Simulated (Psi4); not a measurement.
# One shape, several levels: GeNH3 (SMILES [N][GeH3])

Wanted: a comparison of 4 runs (UHF/def2-SVP, UB2PLYP/6-31G*, UB3LYP/6-31G*, ROSCS-MP2/cc-pV(D+d)Z) of GeNH3. 

The calculation is run with Psi4 1.11.

4 further runs of the same task are left out: 2 for a known fault of the program, 2 set aside as unsound or not needed.

## 1. The molecule

The species is GeNH3 (5 atoms), meant as a triplet with charge 0. As SMILES, `[N][GeH3]`. The shape comes from GFN2-xTB, which is rough for such elements, and wasn't checked as a minimum.

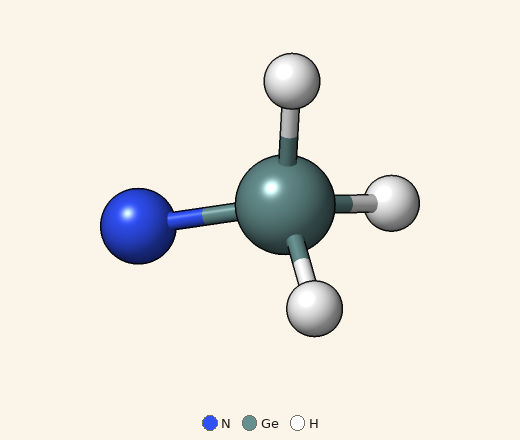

Viewed from a chosen angle; nitrogen blue, germanium teal, hydrogen white.

## 2. Energy and gradient at UHF/def2-SVP (run 1)

geh3n.py

```python
import psi4

psi4.set_memory('1600 MB')
psi4.set_num_threads(1)
psi4.core.set_output_file('geh3n.out', False)

geom = psi4.geometry("""
0 3
N     -0.957900     0.020900     1.433700
Ge     0.005750    -0.000130    -0.008750
H     -0.726050     0.592710    -1.180850
H      0.400050    -1.397520    -0.399400
H      1.278160     0.784040     0.155290
symmetry c1
""")

psi4.set_options({
    'reference': 'uhf',
    'puream': True,
    'e_convergence': 1e-09,
    'd_convergence': 1e-08,
    'scf_type': 'pk',
    'maxiter': 200,
})

E, wfn = psi4.gradient('scf/def2-SVP', molecule=geom, return_wfn=True)
psi4.oeprop(wfn, 'DIPOLE', 'LOWDIN_CHARGES', 'MAYER_INDICES')
print('gradient / Eh bohr^-1')
print(E.np.round(6))
print(f'energy = {wfn.energy():.10f} Eh')
for k, v in sorted(psi4.core.scalar_variables().items()):
    print(f'{k:45s} {v:18.10f}')
```

Launch:

```console
$ python geh3n.py
```

geh3n.out:

```text
[...]
  Running in c1 symmetry.
[...]
  Nuclear repulsion =  106.905912377273538
[...]
  Multiplicity = 3
[...]
  Nalpha       = 22
  Nbeta        = 20
[...]
    Number of basis functions: 61
[...]
   @UHF iter   1: -2130.05308162022675   -3.27170e+00   3.44800e-02 ADIIS/DIIS
[...]
   @UHF iter  14: -2131.16198875587952   -4.54747e-13   3.95034e-09 DIIS
[...]
   @S^2 Observed:                2.016104052E+00
[...]
    Orbital Energies [Eh]
    ---------------------
    Alpha Occupied:
       1A   -405.207068     2A    -52.137264     3A    -46.238235
       4A    -46.238234     5A    -46.237754     6A    -15.619585
       7A     -7.196865     8A     -5.176078     9A     -5.174782
      10A     -5.174781    11A     -1.655743    12A     -1.651438
      13A     -1.651436    14A     -1.645381    15A     -1.645380
      16A     -1.149024    17A     -0.725717    18A     -0.578391
      19A     -0.578380    20A     -0.509568    21A     -0.466998
      22A     -0.466966
    Alpha Virtual:
      23A      0.147905    24A      0.195144    25A      0.195193
[...]
  @UHF Final Energy: -2131.16198875587952
   => Energetics <=
    Nuclear Repulsion Energy =            106.9059123772735376
    One-Electron Energy =               -3183.4195910685298259
    Two-Electron Energy =                 945.3516899353769531
    Total Energy =                      -2131.1619887558790651
  UHF NO Occupations:
  HONO-2 :   20  A 1.9951849
  HONO-1 :   21  A 1.0000000
[...]
  -Total Gradient:
     Atom            X                  Y                   Z
    ------   -----------------  -----------------  -----------------
       1        0.048882004514    -0.001069047855    -0.073166862402
       2       -0.048855300559     0.001058890769     0.073093433406
       3        0.010106076828    -0.005805919571     0.006868832121
       4       -0.000805512451     0.013493374004    -0.000700340638
       5       -0.009327268333    -0.007677297346    -0.006095062520
[...]
 Multipole Moments:
 ------------------------------------------------------------------------------------
     Multipole            Electronic (a.u.)      Nuclear  (a.u.)        Total (a.u.)
 ------------------------------------------------------------------------------------
 L = 1.  Multiply by 2.5417464519 to convert [e a0] to [Debye]
 Dipole X            :          0.3329675           -0.0267490            0.3062185
 Dipole Y            :         -0.0072923            0.0006068           -0.0066855
 Dipole Z            :         -0.4994687            0.0407672           -0.4587015
 Magnitude           :                                                    0.5515628
[...]
```

Standard output:

```text
gradient / Eh bohr^-1
[[ 0.048882 -0.001069 -0.073167]
 [-0.048855  0.001059  0.073093]
 [ 0.010106 -0.005806  0.006869]
 [-0.000806  0.013493 -0.0007  ]
 [-0.009327 -0.007677 -0.006095]]
energy = -2131.1619887559 Eh
CURRENT ENERGY                                  -2131.1619887559
CURRENT REFERENCE ENERGY                        -2131.1619887559
DD SOLVATION ENERGY                                 0.0000000000
HF KINETIC ENERGY                                2131.3197658586
HF POTENTIAL ENERGY                             -4262.4817546145
HF TOTAL ENERGY                                 -2131.1619887559
HF VIRIAL RATIO                                     1.9999259721
NUCLEAR REPULSION ENERGY                          106.9059123773
ONE-ELECTRON ENERGY                             -3183.4195910685
PCM POLARIZATION ENERGY                             0.0000000000
PE ENERGY                                           0.0000000000
SCF ITERATION ENERGY                            -2131.1619887559
SCF ITERATIONS                                     14.0000000000
SCF TOTAL ENERGY                                -2131.1619887559
TWO-ELECTRON ENERGY                               945.3516899354
```

It took 3.6 s on 1 thread of Intel Xeon 6975P-C (Granite Rapids), shared host; peak memory 0.23 GiB.

## 3. The energy at UB2PLYP/6-31G(d) (density fitting for correlation, spherical functions) (run 2)

geh3n.py

```python
import psi4

psi4.set_memory('1600 MB')
psi4.set_num_threads(1)
psi4.core.set_output_file('run.log', False)

geom = psi4.geometry("""
0 3
N
Ge 1 1.734856
H 2 1.503599 1 111.9019
H 2 1.503589 3 106.94977 1 122.87083
H 2 1.503615 4 106.92483 3 -114.2698
units angstrom
symmetry c1
no_reorient
no_com
""")

psi4.set_options({
    'basis': '6-31G*',
    'reference': 'uks',
    'puream': True,
    'e_convergence': 1e-09,
    'd_convergence': 1e-08,
    'scf_type': 'pk',
    'dft_radial_points': 99,
    'dft_spherical_points': 590,
    'num_frozen_docc': 10,
    'maxiter': 200,
})

E = psi4.energy('b2plyp')
print(f'total energy {E:.8f} hartree = {E * 27.211386:.5f} eV')
for k, v in sorted(psi4.core.scalar_variables().items()):
    print(f'{k:45s} {v:18.10f}')
```

Launch:

```console
$ python geh3n.py
```

run.log:

```text
[...]
  Running in c1 symmetry.
[...]
  Nuclear repulsion =  106.905911682478916
[...]
  Multiplicity = 3
[...]
  Nalpha       = 22
  Nbeta        = 20
[...]
    Number of basis functions: 52
[...]
   @UKS iter   1: -2131.30611601133705   -2.52353e+00   4.86644e-02 DIIS/ADIIS
[...]
   @UKS iter  13: -2132.57471809441540    4.54747e-13   1.84750e-09 DIIS
[...]
   @S^2 Observed:                2.010602058E+00
[...]
    Orbital Energies [Eh]
    ---------------------
    Alpha Occupied:
       1A   -401.465432     2A    -50.803697     3A    -45.145833
       4A    -45.145833     5A    -45.145372     6A    -14.908148
       7A     -6.653733     8A     -4.743235     9A     -4.742315
      10A     -4.742315    11A     -1.406845    12A     -1.402627
      13A     -1.402626    14A     -1.397764    15A     -1.397763
      16A     -0.964479    17A     -0.624204    18A     -0.462155
      19A     -0.462137    20A     -0.407230    21A     -0.376277
      22A     -0.376256
    Alpha Virtual:
      23A      0.066394    24A      0.121669    25A      0.121706
[...]
  @UKS Final Energy: -2132.57471809441540
   => Energetics <=
    Nuclear Repulsion Energy =            106.9059116824789157
    One-Electron Energy =               -3182.4973042332358091
    Two-Electron Energy =                 984.4255698830911570
    DFT Exchange-Correlation Energy =     -41.4088954267495737
    Empirical Dispersion Energy =           0.0000000000000000
    VV10 Nonlocal Energy =                  0.0000000000000000
    Total Energy =                      -2132.5747180944154024
[...]
 Multipole Moments:
 ------------------------------------------------------------------------------------
     Multipole            Electronic (a.u.)      Nuclear  (a.u.)        Total (a.u.)
 ------------------------------------------------------------------------------------
 L = 1.  Multiply by 2.5417464519 to convert [e a0] to [Debye]
 Dipole X            :         -0.0002499            0.0001873           -0.0000626
 Dipole Y            :         -0.0004877            0.0003578           -0.0001299
 Dipole Z            :          0.6390279           -0.0487613            0.5902666
 Magnitude           :                                                    0.5902666
[...]
```

The script printed:

```text
total energy -2132.68762661 hartree = -58033.38623 eV
B2PLYP DOUBLE-HYBRID CORRECTION ENERGY             -0.1129085163
B2PLYP TOTAL ENERGY                             -2132.6876266107
CURRENT ENERGY                                  -2132.6876266107
CURRENT REFERENCE ENERGY                        -2132.5747180944
DD SOLVATION ENERGY                                 0.0000000000
DFT FUNCTIONAL TOTAL ENERGY                     -2132.5747180944
DFT TOTAL ENERGY                                -2132.6876266107
DFT VV10 ENERGY                                     0.0000000000
DFT XC ENERGY                                     -41.4088954267
DOUBLE-HYBRID CORRECTION ENERGY                    -0.1129085163
GRID ELECTRONS ALPHA                               22.0000000094
GRID ELECTRONS BETA                                20.0000000276
GRID ELECTRONS TOTAL                               42.0000000370
NUCLEAR REPULSION ENERGY                          106.9059116825
ONE-ELECTRON ENERGY                             -3182.4973042332
PCM POLARIZATION ENERGY                             0.0000000000
PE ENERGY                                           0.0000000000
SCF ITERATION ENERGY                            -2132.5747180944
SCF ITERATIONS                                     13.0000000000
SCF TOTAL ENERGY                                -2132.5747180944
TWO-ELECTRON ENERGY                               984.4255698831
XC GRID RADIAL POINTS                              99.0000000000
XC GRID SPHERICAL POINTS                          590.0000000000
XC GRID TOTAL POINTS                           279615.0000000000
```

Wall time 9.9 s (1 thread of Intel Xeon 6975P-C (Granite Rapids), shared host); peak memory 0.61 GiB.

Run 3 isn't shown in full; the table further down has it.

## 4. The energy at ROSCS-MP2/cc-pV(D+d)Z (fitted SCF) (run 4)

input.in

```
memory 1.6 GB

molecule {
  0 3
  N     -0.957900     0.020900     1.433700
  Ge     0.005750    -0.000130    -0.008750
  H     -0.726050     0.592710    -1.180850
  H      0.400050    -1.397520    -0.399400
  H      1.278160     0.784040     0.155290
  no_reorient
  no_com
}

set basis cc-pV(D+d)Z
set reference rohf
set mp2_type conv

e_tot, wfn = energy('scs-mp2', return_wfn=True)
```

Launch:

```console
$ psi4 -i input.in -o input.out -n 1
```

input.out:

```text
[...]
  Running in c1 symmetry.
[...]
  Nuclear repulsion =  106.905912377273552
[...]
  Multiplicity = 3
[...]
  Nalpha       = 22
  Nbeta        = 20
[...]
    Number of basis functions: 56
[...]
   @ROHF iter   1: -2130.81656879790398   -3.95389e+00   1.38749e-02 DIIS
[...]
   @ROHF iter  11: -2131.43590057412848   -1.00044e-11   6.61265e-09 DIIS
[...]
    Orbital Energies [Eh]
    ---------------------
    Doubly Occupied:
       1A   -405.292914     2A    -52.197738     3A    -46.286332
       4A    -46.286331     5A    -46.285958     6A    -15.597077
       7A     -7.220822     8A     -5.197004     9A     -5.195150
      10A     -5.195150    11A     -1.669025    12A     -1.663819
      13A     -1.663818    14A     -1.659094    15A     -1.659093
      16A     -1.038503    17A     -0.712927    18A     -0.491617
      19A     -0.491575    20A     -0.473788
    Singly Occupied:
      21A     -0.186940    22A     -0.186939
[...]
  @ROHF Final Energy: -2131.43590057412848
   => Energetics <=
    Nuclear Repulsion Energy =            106.9059123772735518
    One-Electron Energy =               -3183.0691156762432001
    Two-Electron Energy =                 944.7273027248411381
    Total Energy =                      -2131.4359005741284818
[...]
 Multipole Moments:
 ------------------------------------------------------------------------------------
     Multipole            Electronic (a.u.)      Nuclear  (a.u.)        Total (a.u.)
 ------------------------------------------------------------------------------------
 L = 1.  Multiply by 2.5417464519 to convert [e a0] to [Debye]
 Dipole X            :         10.8027842          -10.5241494            0.2786349
 Dipole Y            :         -0.2354411            0.2293561           -0.0060850
 Dipole Z            :        -16.1606082           15.7431950           -0.4174132
 Magnitude           :                                                    0.5019046
[...]
	SCS-MP2 Total Energy (a.u.)        : -2131.67234653470359
	SOS-MP2 Total Energy (a.u.)        : -2131.65056712912747
	SCSN-MP2 Total Energy (a.u.)       : -2131.53323691857622
[...]
	SOS-PI-MP2 Total Energy (a.u.)     : -2131.68634488829366
[...]
	MP2 Total Energy (a.u.)            : -2131.67187575631851
[...]
```

Wall time 8.7 s (1 thread of Intel Xeon 6975P-C (Granite Rapids), shared host); peak memory 0.4 GiB.

## 5. The series

| run | level | task | frozen core orbitals | energy (Eh) | HOMO energy (eV) | LUMO energy (eV) | ⟨S²⟩ | wall time |
| --- | --- | --- | --- | --- | --- | --- | --- | --- |
| 1 | UHF/def2-SVP | gradient | 0 | -2131.161989 | -12.04 | 2.19 | 2.016 | 3.6 s |
| 2 | UB2PLYP/6-31G* (density fitting for correlation, spherical functions) | energy | 10 | -2132.687627 | -9.80 | -0.93 | 2.011 | 9.9 s |
| 3 | UB3LYP/6-31G* (Cartesian functions) | gradient | 0 | -2133.176651 | -8.21 | -3.31 | 2.008 | 14 s |
| 4 | ROSCS-MP2/cc-pV(D+d)Z (fitted SCF) | energy | 0 | -2131.672347 | – | – | – | 8.7 s |

## 6. Results

| quantity | value |
| --- | --- |
| run 4: total energy | -2131.67235 Eh |
| run 4: correlation energy | -236.4 mEh |

Totals of different functionals can't be ranked against each other. All runs together took 36 s, the longest 14 s.
